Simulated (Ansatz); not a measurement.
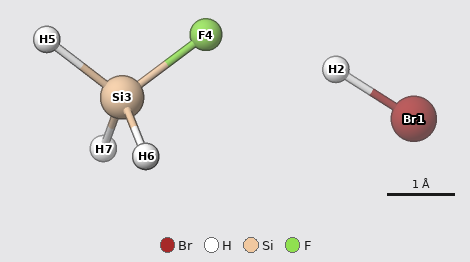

Fig. 1: The starting structure (ball-and-stick view, seen at a tilt; atoms are numbered from 1 in the order of the input). Bond lengths as drawn: Br–H 1.43 Å, F–Si 1.61 Å and H–Si 1.48 Å.

# Molecular dynamics, with input and output: SiH4BrF (part 1 of 2)

The run: molecular dynamics of SiH4BrF. Method and program: RKS PBE0-D4/def2-SVP (Ansatz 0.2.0).

Figures and captions count atoms from 1; the log counts them from 0 in places.

**Output**
```
Functional definition: PBE0
  name "PBE0"
  cite "Adamo & Barone, J. Chem. Phys. 110, 6158 (1999) doi:10.1063/1.478522"
  cite "Perdew, Burke & Ernzerhof, Phys. Rev. Lett. 77, 3865 (1996) doi:10.1103/PhysRevLett.77.3865"
  parent pbe
  parameter a = 0.25
  parameter kappa = 0.804
  parameter beta = 0.06672455060314922
  exchange = (1 - a)*pbe_x(kappa = kappa, mu = beta*pi^2/3) + a*exact_x
  correlation = pbe_c(beta = beta)
860 factors; integrals over basis functions are off by at most 3.0e-4 eV
mean field evaluation 1: about -80678.9073 eV, gradient 2.6e1 eV
mean field evaluation 2: about -80677.9928 eV, gradient 3.6e1 eV
mean field evaluation 4: about -80679.9107 eV, gradient 7.0e-1 eV
mean field evaluation 8: about -80679.9194 eV, gradient 2.4e-3 eV
mean field -80679.91943102 eV, -2964.9323522763 hartree, gradient 1.3e-5 eV, S^2 0.000000; 0 other end points of the search recorded, 0 dependent functions left out
the calculation of the forces begins
reference -80679.91945708 eV, -2964.9323532341 hartree; 31, 31 occupied and 53, 53 virtual orbitals, 860 factors
md step     0: t =     0.00 fs  T =   428.6 K  F+E_penalty+E_count = -80679.99379808 eV  E_kin = 0.387780 eV  (22 SCF iters)
these checks for a lower state are left out or cut short: starts, cluster_reference, orbital_swaps, neighbouring_geometries, increment
860 factors; integrals over basis functions are off by at most 3.1e-4 eV
mean field evaluation 16: about -80679.8993 eV, gradient 5.9e-2 eV
mean field -80679.89930651 eV, -2964.9316127143 hartree, gradient 7.8e-5 eV, S^2 0.000000; 0 other end points of the search recorded, 0 dependent functions left out
the calculation of the forces begins
reference -80679.89933262 eV, -2964.9316136738 hartree; 31, 31 occupied and 53, 53 virtual orbitals, 860 factors
md step     1: t =     1.00 fs  T =   414.0 K  F+E_penalty+E_count = -80679.97347432 eV  E_kin = 0.374627 eV  (24 SCF iters, 3 dispersion substeps)
[... from here on the SCF iterations and repeated set-up lines of each step are left out, up to the last step ...]
md step     2: t =     2.00 fs  T =   350.1 K  F+E_penalty+E_count = -80679.91605819 eV  E_kin = 0.316736 eV  (24 SCF iters, 3 dispersion substeps)
md step     3: t =     3.00 fs  T =   275.6 K  F+E_penalty+E_count = -80679.87072567 eV  E_kin = 0.249333 eV  (24 SCF iters, 3 dispersion substeps)
md step     4: t =     4.00 fs  T =   258.1 K  F+E_penalty+E_count = -80679.86029816 eV  E_kin = 0.233514 eV  (27 SCF iters, 3 dispersion substeps)
md step     5: t =     5.00 fs  T =   277.4 K  F+E_penalty+E_count = -80679.87090874 eV  E_kin = 0.250964 eV  (27 SCF iters, 3 dispersion substeps)
md step     6: t =     6.00 fs  T =   301.9 K  F+E_penalty+E_count = -80679.87304039 eV  E_kin = 0.273127 eV  (27 SCF iters, 3 dispersion substeps)
md step     7: t =     7.00 fs  T =   271.6 K  F+E_penalty+E_count = -80679.84446280 eV  E_kin = 0.245748 eV  (28 SCF iters, 3 dispersion substeps)
md step     8: t =     8.00 fs  T =   212.3 K  F+E_penalty+E_count = -80679.78992697 eV  E_kin = 0.192104 eV  (27 SCF iters, 3 dispersion substeps)
md step     9: t =     9.00 fs  T =   146.7 K  F+E_penalty+E_count = -80679.73219087 eV  E_kin = 0.132770 eV  (28 SCF iters, 3 dispersion substeps)
md step    10: t =    10.00 fs  T =   105.3 K  F+E_penalty+E_count = -80679.70152387 eV  E_kin = 0.095249 eV  (27 SCF iters, 3 dispersion substeps)
md step    11: t =    11.00 fs  T =   121.1 K  F+E_penalty+E_count = -80679.71321459 eV  E_kin = 0.109600 eV  (28 SCF iters, 3 dispersion substeps)
md step    12: t =    12.00 fs  T =   154.3 K  F+E_penalty+E_count = -80679.75388590 eV  E_kin = 0.139639 eV  (28 SCF iters, 3 dispersion substeps)
md step    13: t =    13.00 fs  T =   195.5 K  F+E_penalty+E_count = -80679.79373429 eV  E_kin = 0.176908 eV  (27 SCF iters, 3 dispersion substeps)
md step    14: t =    14.00 fs  T =   198.8 K  F+E_penalty+E_count = -80679.80859536 eV  E_kin = 0.179854 eV  (27 SCF iters, 3 dispersion substeps)
md step    15: t =    15.00 fs  T =   184.1 K  F+E_penalty+E_count = -80679.80271310 eV  E_kin = 0.166539 eV  (27 SCF iters, 3 dispersion substeps)
md step    16: t =    16.00 fs  T =   194.6 K  F+E_penalty+E_count = -80679.79947629 eV  E_kin = 0.176069 eV  (24 SCF iters, 3 dispersion substeps)
md step    17: t =    17.00 fs  T =   218.6 K  F+E_penalty+E_count = -80679.81416168 eV  E_kin = 0.197791 eV  (27 SCF iters, 3 dispersion substeps)
md step    18: t =    18.00 fs  T =   262.4 K  F+E_penalty+E_count = -80679.83900334 eV  E_kin = 0.237424 eV  (27 SCF iters, 3 dispersion substeps)
md step    19: t =    19.00 fs  T =   282.7 K  F+E_penalty+E_count = -80679.85782794 eV  E_kin = 0.255753 eV  (27 SCF iters, 3 dispersion substeps)
md step    20: t =    20.00 fs  T =   280.6 K  F+E_penalty+E_count = -80679.86420554 eV  E_kin = 0.253934 eV  (28 SCF iters, 3 dispersion substeps)
md step    21: t =    21.00 fs  T =   265.2 K  F+E_penalty+E_count = -80679.86138694 eV  E_kin = 0.239929 eV  (27 SCF iters, 3 dispersion substeps)
md step    22: t =    22.00 fs  T =   258.0 K  F+E_penalty+E_count = -80679.85801406 eV  E_kin = 0.233465 eV  (27 SCF iters, 3 dispersion substeps)
md step    23: t =    23.00 fs  T =   263.6 K  F+E_penalty+E_count = -80679.85877271 eV  E_kin = 0.238465 eV  (24 SCF iters, 3 dispersion substeps)
md step    24: t =    24.00 fs  T =   267.5 K  F+E_penalty+E_count = -80679.86203380 eV  E_kin = 0.242008 eV  (24 SCF iters, 3 dispersion substeps)
md step    25: t =    25.00 fs  T =   256.9 K  F+E_penalty+E_count = -80679.85693313 eV  E_kin = 0.232467 eV  (24 SCF iters, 3 dispersion substeps)
md step    26: t =    26.00 fs  T =   235.3 K  F+E_penalty+E_count = -80679.83503819 eV  E_kin = 0.212945 eV  (24 SCF iters, 3 dispersion substeps)
md step    27: t =    27.00 fs  T =   215.5 K  F+E_penalty+E_count = -80679.80603217 eV  E_kin = 0.195013 eV  (24 SCF iters, 3 dispersion substeps)
md step    28: t =    28.00 fs  T =   213.2 K  F+E_penalty+E_count = -80679.79238508 eV  E_kin = 0.192888 eV  (24 SCF iters, 3 dispersion substeps)
md step    29: t =    29.00 fs  T =   222.1 K  F+E_penalty+E_count = -80679.80513105 eV  E_kin = 0.200951 eV  (24 SCF iters, 3 dispersion substeps)
these checks for a lower state are left out or cut short: starts, cluster_reference, orbital_swaps, neighbouring_geometries, increment
860 factors; integrals over basis functions are off by at most 2.8e-4 eV
mean field -80679.74594820 eV, -2964.9259769005 hartree, gradient 6.1e-5 eV, S^2 0.000000; 0 other end points of the search recorded, 0 dependent functions left out
the calculation of the forces begins
reference -80679.74597451 eV, -2964.9259778671 hartree; 31, 31 occupied and 53, 53 virtual orbitals, 860 factors
860 factors; integrals over basis functions are off by at most 2.8e-4 eV
mean field evaluation 224: about -80679.7459 eV, gradient 9.9e-3 eV
mean field -80679.74594820 eV, -2964.9259769005 hartree, gradient 6.1e-5 eV, S^2 0.000000; 1 other end points of the search recorded, 0 dependent functions left out
the calculation of the forces begins
reference -80679.74597451 eV, -2964.9259778671 hartree; 31, 31 occupied and 53, 53 virtual orbitals, 860 factors
md step    30: t =    30.00 fs  T =   247.9 K  F+E_penalty+E_count = -80679.82025438 eV  E_kin = 0.224264 eV  (23 SCF iters, 3 dispersion substeps)
```

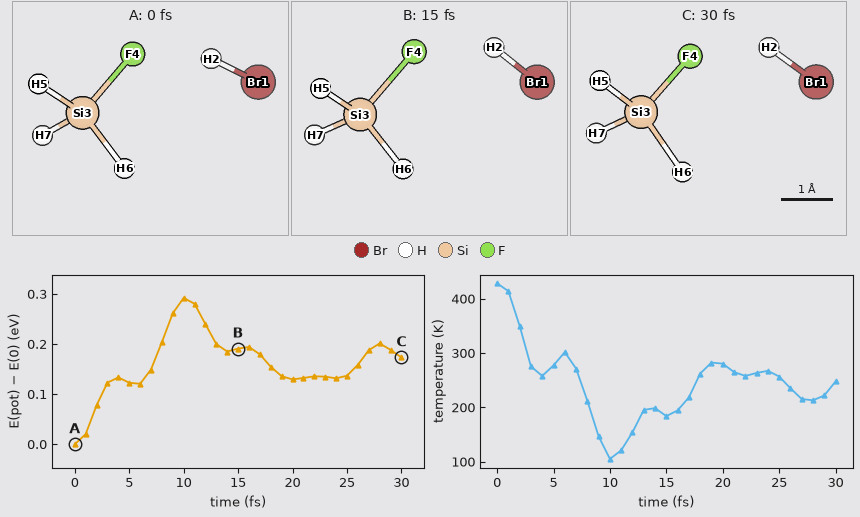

Fig. 2: Frames of the molecular dynamics (ball-and-stick, seen at a tilt) above the curves, on which the letters mark them. The trajectory kept here has 31 frames over 30 fs. The temperature starts at 429 K, ranges from 105 to 429 K and averages 242 K over the second half. The potential energy ends 0.174 eV above its first value. After an unweighted best fit of the last frame on the first, the root-mean-square displacement is 0.12 Å, and H2 has moved furthest (0.21 Å).

```
Total energy: -80679.82028068 eV, -2964.9287085686 hartree
Atom 0 at     0.592088    -0.119042    -3.337973 Å, force     0.520056     0.199272    -0.607086 eV/Å
Atom 1 at    -0.296467    -0.489244    -2.328390 Å, force    -0.511901    -0.174707     0.662578 eV/Å
Atom 2 at    -0.106931     0.105690     1.142495 Å, force     1.966723    -0.210277     1.463040 eV/Å
Atom 3 at    -0.836740    -0.257421    -0.195683 Å, force    -1.344358    -0.611729    -2.332740 eV/Å
Atom 4 at    -1.102496     0.008191     2.203242 Å, force    -0.330709     0.321192     0.504876 eV/Å
Atom 5 at     0.622218     1.365341     0.911029 Å, force    -0.160295     0.465495     0.238570 eV/Å
Atom 6 at     0.956315    -0.924886     1.378246 Å, force    -0.139515     0.010753     0.070762 eV/Å
Dipole moment:    -0.083868     0.052443     0.487873 e Å
```

**Trajectory as extended XYZ (Å, eV, eV/Å), 31 frames, from step=0 to step=30**
```
7
Properties=species:S:1:pos:R:3:forces:R:3 step=0 time_fs=0.0 energy=-80679.99380 temperature=428.6
Br    0.5322   -0.1128   -3.3602    0.0141   0.0034  -0.0130
H    -0.2442   -0.2674   -2.1753   -0.0261  -0.0024   0.0735
Si   -0.0303    0.0887    1.1494    0.3847   0.1758   0.5763
F    -0.8555   -0.3006   -0.1779   -0.4869  -0.2322  -0.8256
H    -0.9505   -0.0415    2.3015   -0.0645  -0.0039   0.1267
H     0.4405    1.4834    0.9965    0.0569   0.1436   0.0177
H     1.1079   -0.8500    1.2661    0.1218  -0.0843   0.0443
7
Properties=species:S:1:pos:R:3:forces:R:3 step=1 time_fs=1.0 energy=-80679.97347 temperature=414.0
Br    0.5338   -0.1128   -3.3591    0.4575   0.0961  -0.6648
H    -0.2484   -0.2782   -2.2142   -0.4678  -0.0934   0.7311
Si   -0.0305    0.0889    1.1524    0.7275  -0.1395  -0.0360
F    -0.8613   -0.3008   -0.1862   -0.2298  -0.1349  -0.4387
H    -0.9327   -0.0123    2.2892   -0.4092  -0.1249   0.5077
H     0.4189    1.4903    1.0183    0.1545   0.1482  -0.0628
H     1.1188   -0.8757    1.2847   -0.2327   0.2483  -0.0364
7
Properties=species:S:1:pos:R:3:forces:R:3 step=2 time_fs=2.0 energy=-80679.91606 temperature=350.1
Br    0.5355   -0.1126   -3.3579    0.8187   0.1812  -1.1496
H    -0.2562   -0.2896   -2.2453   -0.8270  -0.1766   1.2211
Si   -0.0302    0.0891    1.1557    0.9541  -0.3619  -0.5794
F    -0.8672   -0.3013   -0.1948    0.0192  -0.0381  -0.0551
H    -0.9188    0.0153    2.2820   -0.6890  -0.2248   0.8101
H     0.3991    1.4995    1.0396    0.2305   0.1030  -0.1377
H     1.1276   -0.8992    1.3026   -0.5065   0.5172  -0.1094
7
Properties=species:S:1:pos:R:3:forces:R:3 step=3 time_fs=3.0 energy=-80679.87073 temperature=275.6
Br    0.5373   -0.1125   -3.3567    0.9320   0.2162  -1.2639
H    -0.2705   -0.3027   -2.2640   -0.9376  -0.2095   1.3397
Si   -0.0294    0.0893    1.1591    0.9696  -0.4556  -0.9222
F    -0.8727   -0.3019   -0.2031    0.2434   0.0504   0.2981
H    -0.9125    0.0403    2.2829   -0.8090  -0.2933   0.9154
H     0.3830    1.5111    1.0583    0.2763  -0.0058  -0.1992
H     1.1309   -0.9184    1.3193   -0.6747   0.6975  -0.1680
7
Properties=species:S:1:pos:R:3:forces:R:3 step=4 time_fs=4.0 energy=-80679.86030 temperature=258.1
Br    0.5390   -0.1124   -3.3557    0.7667   0.1853  -1.0103
H    -0.2905   -0.3182   -2.2704   -0.7688  -0.1758   1.0896
Si   -0.0283    0.0896    1.1621    0.7501  -0.4264  -1.0371
F    -0.8777   -0.3025   -0.2112    0.4382   0.1291   0.6104
H    -0.9144    0.0632    2.2912   -0.7573  -0.3392   0.8067
H     0.3714    1.5232    1.0749    0.2984  -0.1452  -0.2511
H     1.1271   -0.9302    1.3344   -0.7273   0.7722  -0.2083
7
Properties=species:S:1:pos:R:3:forces:R:3 step=5 time_fs=5.0 energy=-80679.87091 temperature=277.4
Br    0.5408   -0.1122   -3.3548    0.3922   0.0952  -0.5099
H    -0.3155   -0.3355   -2.2673   -0.3899  -0.0824   0.5926
Si   -0.0268    0.0898    1.1648    0.3114  -0.3062  -0.9695
F    -0.8823   -0.3034   -0.2194    0.6100   0.2032   0.8949
H    -0.9226    0.0849    2.3071   -0.5613  -0.3745   0.5165
H     0.3647    1.5337    1.0901    0.3070  -0.2771  -0.2978
H     1.1157   -0.9347    1.3466   -0.6693   0.7417  -0.2267
7
Properties=species:S:1:pos:R:3:forces:R:3 step=6 time_fs=6.0 energy=-80679.87304 temperature=301.9
Br    0.5428   -0.1120   -3.3539   -0.0720  -0.0287   0.0721
H    -0.3444   -0.3528   -2.2585    0.0795   0.0453   0.0146
Si   -0.0250    0.0902    1.1675   -0.3181  -0.1052  -0.7895
F    -0.8868   -0.3041   -0.2272    0.7578   0.2673   1.1480
H    -0.9371    0.1052    2.3292   -0.2631  -0.4067   0.1065
H     0.3605    1.5413    1.1018    0.3133  -0.3710  -0.3337
H     1.0976   -0.9312    1.3555   -0.4975   0.5990  -0.2180
7
Properties=species:S:1:pos:R:3:forces:R:3 step=7 time_fs=7.0 energy=-80679.84446 temperature=271.6
Br    0.5450   -0.1118   -3.3530   -0.4843  -0.1466   0.5602
H    -0.3730   -0.3685   -2.2497    0.4972   0.1671  -0.4686
Si   -0.0235    0.0908    1.1700   -1.0375   0.1507  -0.6238
F    -0.8911   -0.3043   -0.2345    0.8822   0.3182   1.3646
H    -0.9546    0.1246    2.3519    0.0365  -0.4389  -0.2913
H     0.3585    1.5440    1.1089    0.3264  -0.3969  -0.3584
H     1.0749   -0.9207    1.3619   -0.2205   0.3465  -0.1827
7
Properties=species:S:1:pos:R:3:forces:R:3 step=8 time_fs=8.0 energy=-80679.78993 temperature=212.3
Br    0.5473   -0.1116   -3.3520   -0.7759  -0.2347   0.8831
H    -0.3971   -0.3816   -2.2454    0.7935   0.2587  -0.7862
Si   -0.0222    0.0913    1.1723   -1.7497   0.4247  -0.5327
F    -0.8949   -0.3042   -0.2410    0.9867   0.3565   1.5430
H    -0.9722    0.1421    2.3707    0.2796  -0.4668  -0.6033
H     0.3593    1.5420    1.1118    0.3465  -0.3630  -0.3730
H     1.0504   -0.9079    1.3685    0.1193   0.0246  -0.1309
7
Properties=species:S:1:pos:R:3:forces:R:3 step=9 time_fs=9.0 energy=-80679.73219 temperature=146.7
Br    0.5496   -0.1115   -3.3512   -0.9239  -0.2846   1.0315
H    -0.4124   -0.3928   -2.2470    0.9447   0.3114  -0.9301
Si   -0.0216    0.0919    1.1745   -2.3849   0.6745  -0.5242
F    -0.8980   -0.3037   -0.2466    1.0705   0.3827   1.6860
H    -0.9877    0.1549    2.3843    0.4538  -0.4808  -0.8180
H     0.3617    1.5368    1.1101    0.3686  -0.2864  -0.3743
H     1.0277   -0.8949    1.3755    0.4713  -0.3168  -0.0709
7
Properties=species:S:1:pos:R:3:forces:R:3 step=10 time_fs=10.0 energy=-80679.70152 temperature=105.3
Br    0.5518   -0.1115   -3.3502   -0.9079  -0.2878   0.9966
H    -0.4159   -0.4015   -2.2559    0.9296   0.3164  -0.8925
Si   -0.0221    0.0929    1.1767   -2.8307   0.8021  -0.6067
F    -0.9003   -0.3028   -0.2512    1.1328   0.4000   1.7968
H    -0.9985    0.1615    2.3903    0.5405  -0.4725  -0.9162
H     0.3669    1.5284    1.1026    0.3906  -0.1693  -0.3602
H     1.0099   -0.8856    1.3818    0.7450  -0.5889  -0.0178
```
